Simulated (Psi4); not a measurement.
# One shape, several levels: triplet Si2H2OF2

We compute a comparison of 3 runs (U-wB97X/def2-SVP, UCAM-B3LYP/def2-SVP, UM06-2X/def2-SVP) of triplet Si2H2OF2. 

The results are computed with Psi4 1.11.

1 further run of the same task is left out (set aside as unsound or not needed). Runs told in other sessions of the task aren't counted.

## Step 1: The system as given

The species is Si2H2OF2 (7 atoms), meant as a triplet with charge 0. As SMILES of the parent species, `F[Si]1(F)O[SiH2]1`. Geometry: relaxed at PBE0-D4/def2-TZVP. That shape belongs to the parent species and isn't relaxed for this state.

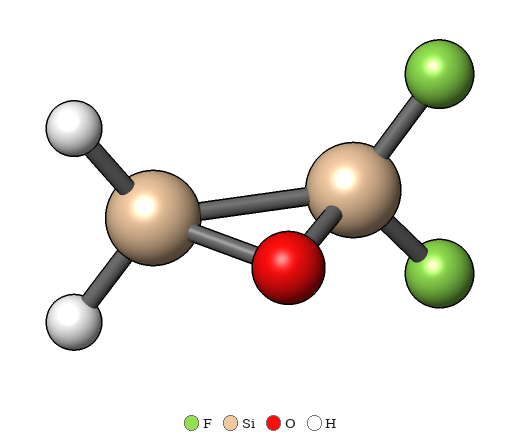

The structure, seen from a chosen angle (fluorine green, silicon light orange, oxygen red, hydrogen white).

## Step 2: The energy at U-wB97X/def2-SVP (run 1)

File job.inp:

```
memory 2.2 GB

molecule m {
  0 3
  F      0.424200    -1.612100     1.693800
  Si     0.037900    -1.026000     0.280100
  F     -0.194200    -2.288000    -0.639100
  O      1.103500     0.077900    -0.322100
  Si    -0.304800     1.058600    -0.232800
  H     -0.202300     2.188800     0.720000
  H     -0.802800     1.532800    -1.545500
  units angstrom
  symmetry c1
  no_reorient
  no_com
}

set {
  basis                def2-SVP
  reference            uks
  puream               true
  e_convergence        1e-09
  d_convergence        1e-08
  scf_type             pk
  dft_radial_points    99
  dft_spherical_points 590
  maxiter              100
}

e_tot, wfn = energy('wb97x', return_wfn=True)
oeprop(wfn, 'MULLIKEN_CHARGES', 'QUADRUPOLE', 'WIBERG_LOWDIN_INDICES')
print_variables()
```

Started as:

```
$ psi4 -i job.inp -o job.out -n 1
```

job.out:

```text
[...]
  Running in c1 symmetry.
[...]
  Nuclear repulsion =  309.676526440965517
[...]
  Multiplicity = 3
[...]
  Nalpha       = 29
  Nbeta        = 27
[...]
    Number of basis functions: 88
[...]
   @UKS iter   1:  -854.41019852275235   -2.69899e-01   7.57915e-03 ADIIS/DIIS
[...]
   @UKS iter  17:  -854.59898555072812   -2.50111e-12   2.88815e-09 DIIS
[...]
   @S^2 Observed:                2.005588652E+00
[...]
    Orbital Energies [Eh]
    ---------------------
    Alpha Occupied:
       1A    -66.230947     2A    -66.158779     3A    -24.764980
       4A    -24.764959     5A    -19.283692     6A     -5.495436
       7A     -5.430474     8A     -3.856084     9A     -3.854961
      10A     -3.853978    11A     -3.792632    12A     -3.789902
      13A     -3.786971    14A     -1.334718    15A     -1.311118
      16A     -1.189311    17A     -0.721927    18A     -0.697814
      19A     -0.634999    20A     -0.630969    21A     -0.599950
      22A     -0.582166    23A     -0.571545    24A     -0.558084
      25A     -0.548109    26A     -0.530805    27A     -0.454679
      28A     -0.434994    29A     -0.210363
    Alpha Virtual:
[...]
  @UKS Final Energy:  -854.59898555072812
   => Energetics <=
    Nuclear Repulsion Energy =            309.6765264409655174
    One-Electron Energy =               -1801.0466998963793230
    Two-Electron Energy =                 690.3511566224921125
    DFT Exchange-Correlation Energy =     -53.5799687178064517
    Empirical Dispersion Energy =           0.0000000000000000
    VV10 Nonlocal Energy =                  0.0000000000000000
    Total Energy =                       -854.5989855507281163
  UHF NO Occupations:
  HONO-2 :   27  A 1.9985680
  HONO-1 :   28  A 1.0000000
[...]
 Multipole Moments:
 ------------------------------------------------------------------------------------
     Multipole            Electronic (a.u.)      Nuclear  (a.u.)        Total (a.u.)
 ------------------------------------------------------------------------------------
 L = 1.  Multiply by 2.5417464519 to convert [e a0] to [Debye]
 Dipole X            :        -11.8518954           11.6337209           -0.2181744
 Dipole Y            :         57.6101036          -57.2581347            0.3519689
 Dipole Z            :        -12.8038322           12.7598087           -0.0440235
 Magnitude           :                                                    0.4164376
 L = 2.  Multiply by 1.3450342976 to convert [e a0^2] to [Debye ang]
 Quadrupole XX       :        -80.2445248           48.9478605          -31.2966642
 Quadrupole XY       :         29.0473524          -29.2933997           -0.2460473
[...]
  Mulliken Charges: (a.u.)
   Center  Symbol    Alpha    Beta     Spin     Total
       1     F     4.66455  4.62087  0.04368 -0.28541
       2    SI     6.96051  6.26527  0.69524  0.77422
       3     F     4.66456  4.62088  0.04369 -0.28544
       4     O     4.31793  4.06739  0.25053 -0.38532
       5    SI     7.34418  6.41988  0.92430  0.23595
       6     H     0.52414  0.50285  0.02128 -0.02699
       7     H     0.52414  0.50286  0.02128 -0.02699
   Total alpha = 29.00000, Total beta = 27.00000, Total charge = -0.00000
  Wiberg Bond Indices using Orthogonal Lowdin Orbitals:
[...]
```

It took 26 s on 1 thread of Intel Xeon Platinum 8488C (Sapphire Rapids), shared host; peak memory 1.1 GiB.

## Step 3: Energy and gradient at UCAM-B3LYP/def2-SVP (run 2)

File f2h2osi2.xyz:

```xyz
7
F2H2OSi2
F      0.424200    -1.612100     1.693800
Si     0.037900    -1.026000     0.280100
F     -0.194200    -2.288000    -0.639100
O      1.103500     0.077900    -0.322100
Si    -0.304800     1.058600    -0.232800
H     -0.202300     2.188800     0.720000
H     -0.802800     1.532800    -1.545500
```

File calc.py:

```python
import psi4

psi4.set_memory(2200000000)
psi4.set_num_threads(1)
psi4.core.set_output_file('run.log', False)

with open('f2h2osi2.xyz') as f:
    atoms = ''.join(f.readlines()[2:])
m = psi4.geometry('0 3\n' + atoms + 'symmetry c1')

options = {'basis': 'def2-SVP', 'reference': 'uks', 'puream': True, 'e_convergence': 1e-09, 'd_convergence': 1e-08, 'scf_type': 'pk', 'dft_radial_points': 99, 'dft_spherical_points': 590, 'maxiter': 100}
psi4.set_options(options)

e_tot, wfn = psi4.gradient("cam-b3lyp", molecule=m, return_wfn=True)
psi4.oeprop(wfn, "DIPOLE", "MAYER_INDICES", "WIBERG_LOWDIN_INDICES")
print('gradient / Eh bohr^-1')
print(e_tot.np.round(6))
print(f'energy = {wfn.energy():.10f} Eh')
```

Started as:

```
$ python calc.py
```

run.log (excerpt; [...] marks lines left out):

```text
[...]
  Running in c1 symmetry.
[...]
  Nuclear repulsion =  309.676526440965517
[...]
  Multiplicity = 3
[...]
  Nalpha       = 29
  Nbeta        = 27
[...]
    Number of basis functions: 88
[...]
   @UKS iter   1:  -854.42811856190417   -1.62261e-01   7.90135e-03 DIIS/ADIIS
[...]
   @UKS iter  16:  -854.62056864878969   -7.95808e-13   5.07471e-09 DIIS
[...]
   @S^2 Observed:                2.004978855E+00
[...]
  @UKS Final Energy:  -854.62056864878969
   => Energetics <=
    Nuclear Repulsion Energy =            309.6765264409655174
    One-Electron Energy =               -1801.0941164755777208
    Two-Electron Energy =                 691.2090324570174289
    DFT Exchange-Correlation Energy =     -54.4120110711949181
    Empirical Dispersion Energy =           0.0000000000000000
    VV10 Nonlocal Energy =                  0.0000000000000000
    Total Energy =                       -854.6205686487896855
  UHF NO Occupations:
  HONO-2 :   27  A 1.9984829
  HONO-1 :   28  A 1.0000000
[...]
  -Total Gradient:
     Atom            X                  Y                   Z
    ------   -----------------  -----------------  -----------------
       1       -0.015757132500     0.006980987130    -0.025378659693
       2       -0.010793469880     0.097285544066    -0.025279245009
       3       -0.003120636048     0.020775155616     0.022309616432
       4        0.023903777271    -0.002218535452    -0.005692657804
       5        0.024851170038    -0.129475952986     0.030948993325
       6       -0.010766161704     0.001914985998    -0.003109310079
       7       -0.008294369208     0.004643400001     0.006222588057
[...]
 Multipole Moments:
 ------------------------------------------------------------------------------------
     Multipole            Electronic (a.u.)      Nuclear  (a.u.)        Total (a.u.)
 ------------------------------------------------------------------------------------
 L = 1.  Multiply by 2.5417464519 to convert [e a0] to [Debye]
 Dipole X            :          0.9283540           -1.1641693           -0.2358153
 Dipole Y            :         -6.8193826            7.1914608            0.3720781
 Dipole Z            :          1.7292141           -1.7743852           -0.0451711
 Magnitude           :                                                    0.4428221
[...]
```

On the terminal:

```text
gradient / Eh bohr^-1
[[-0.015757  0.006981 -0.025379]
 [-0.010793  0.097286 -0.025279]
 [-0.003121  0.020775  0.02231 ]
 [ 0.023904 -0.002219 -0.005693]
 [ 0.024851 -0.129476  0.030949]
 [-0.010766  0.001915 -0.003109]
 [-0.008294  0.004643  0.006223]]
energy = -854.6205686488 Eh
```

Run time: 38 s. Hardware: 1 thread of Intel Xeon Platinum 8488C (Sapphire Rapids), shared host; peak memory 1.1 GiB.

## Step 4: Energy and forces at UM06-2X/def2-SVP (run 3)

f2h2osi2.xyz is that of step 3.

File f2h2osi2.py:

```python
import psi4

psi4.set_memory(2200000000)
psi4.set_num_threads(1)
psi4.core.set_output_file('psi4.out', False)

with open('f2h2osi2.xyz') as f:
    atoms = ''.join(f.readlines()[2:])
geom = psi4.geometry('0 3\n' + atoms + 'symmetry c1')

options = {'reference': 'uks', 'puream': True, 'e_convergence': 1e-09, 'd_convergence': 1e-08, 'scf_type': 'pk', 'dft_radial_points': 99, 'dft_spherical_points': 590, 'maxiter': 100}
psi4.set_options(options)

e = psi4.gradient('m06-2x/def2-SVP')
print('gradient / Eh bohr^-1')
print(e.np.round(6))
for k, v in sorted(psi4.core.scalar_variables().items()):
    print(f'{k:45s} {v:18.10f}')
```

Started as:

```
$ python f2h2osi2.py
```

psi4.out (excerpt; [...] marks lines left out):

```text
[...]
  Running in c1 symmetry.
[...]
  Nuclear repulsion =  309.676526440965517
[...]
  Multiplicity = 3
[...]
  Nalpha       = 29
  Nbeta        = 27
[...]
    Number of basis functions: 88
[...]
   @UKS iter   1:  -854.40369411824543   -1.86451e-01   6.81270e-03 ADIIS/DIIS
[...]
   @UKS iter  15:  -854.55341701104567   -7.27596e-12   7.31333e-09 DIIS
[...]
   @S^2 Observed:                2.005255757E+00
[...]
  @UKS Final Energy:  -854.55341701104567
   => Energetics <=
    Nuclear Repulsion Energy =            309.6765264409655174
    One-Electron Energy =               -1801.0608012307561694
    Two-Electron Energy =                 671.2270556442481393
    DFT Exchange-Correlation Energy =     -34.3961978655032041
    Empirical Dispersion Energy =           0.0000000000000000
    VV10 Nonlocal Energy =                  0.0000000000000000
    Total Energy =                       -854.5534170110456671
  UHF NO Occupations:
  HONO-2 :   27  A 1.9988557
  HONO-1 :   28  A 1.0000000
[...]
 Multipole Moments:
 ------------------------------------------------------------------------------------
     Multipole            Electronic (a.u.)      Nuclear  (a.u.)        Total (a.u.)
 ------------------------------------------------------------------------------------
 L = 1.  Multiply by 2.5417464519 to convert [e a0] to [Debye]
 Dipole X            :          0.8689033           -1.1641693           -0.2952660
 Dipole Y            :         -6.7627243            7.1914608            0.4287365
 Dipole Z            :          1.7285617           -1.7743852           -0.0458236
 Magnitude           :                                                    0.5225866
[...]
  -Total Gradient:
     Atom            X                  Y                   Z
    ------   -----------------  -----------------  -----------------
       1       -0.016914892309     0.007059116715    -0.024641421354
       2       -0.010117902414     0.099140801589    -0.025994407062
       3       -0.004486863379     0.020626273459     0.022261036023
       4        0.027878163344    -0.000805031053    -0.007155571045
       5        0.022200830579    -0.133688164783     0.032871001052
       6       -0.010294568512     0.002783382528    -0.002305098871
       7       -0.008364954631     0.004919619036     0.004980496116
[...]
```

The script printed:

```text
gradient / Eh bohr^-1
[[-0.016915  0.007059 -0.024641]
 [-0.010118  0.099141 -0.025994]
 [-0.004487  0.020626  0.022261]
 [ 0.027878 -0.000805 -0.007156]
 [ 0.022201 -0.133688  0.032871]
 [-0.010295  0.002783 -0.002305]
 [-0.008365  0.00492   0.00498 ]]
CURRENT ENERGY                                   -854.5534170110
CURRENT REFERENCE ENERGY                         -854.5534170110
DD SOLVATION ENERGY                                 0.0000000000
DFT FUNCTIONAL TOTAL ENERGY                      -854.5534170110
DFT TOTAL ENERGY                                 -854.5534170110
DFT VV10 ENERGY                                     0.0000000000
DFT XC ENERGY                                     -34.3961978655
GRID ELECTRONS ALPHA                               28.9999962285
GRID ELECTRONS BETA                                26.9999963905
GRID ELECTRONS TOTAL                               55.9999926191
NUCLEAR REPULSION ENERGY                          309.6765264410
ONE-ELECTRON ENERGY                             -1801.0608012308
PCM POLARIZATION ENERGY                             0.0000000000
PE ENERGY                                           0.0000000000
SCF ITERATION ENERGY                             -854.5534170110
SCF ITERATIONS                                     15.0000000000
SCF TOTAL ENERGY                                 -854.5534170110
TWO-ELECTRON ENERGY                               671.2270556442
XC GRID RADIAL POINTS                              99.0000000000
XC GRID SPHERICAL POINTS                          590.0000000000
XC GRID TOTAL POINTS                           388336.0000000000
```

Wall time 49 s (1 thread of Intel Xeon Platinum 8488C (Sapphire Rapids), shared host); peak memory 1.3 GiB.

## Step 5: Overview of the runs

```tsv
run	level	task	energy (Eh)	dipole moment (D)	HOMO energy (eV)	LUMO energy (eV)	wall time
1	U-wB97X/def2-SVP	energy	-854.598986	1.06	-5.72	-3.57	26 s
2	UCAM-B3LYP/def2-SVP	gradient	-854.620569	1.13	-4.86	-4.31	38 s
3	UM06-2X/def2-SVP	gradient	-854.553417	1.33	-4.60	-4.47	49 s
```

## Step 6: Results

| quantity | value |
| --- | --- |
| run 3: total energy | -854.55342 Eh |
| run 3: dipole moment | 1.33 D |
| run 3: HOMO energy (highest over α and β) | -4.60 eV |
| run 3: LUMO energy (lowest over α and β) | -4.47 eV |
| run 3: ⟨S²⟩ | 2.005 |
| run 3: largest force on an atom | 7.171 eV/Å |

In words: The dipole moment (its size) runs from 1.06 D (U-wB97X/def2-SVP) to 1.33 D (UM06-2X/def2-SVP). Totals of different functionals can't be ranked against each other. All runs together took 1.9 min, the longest 49 s.
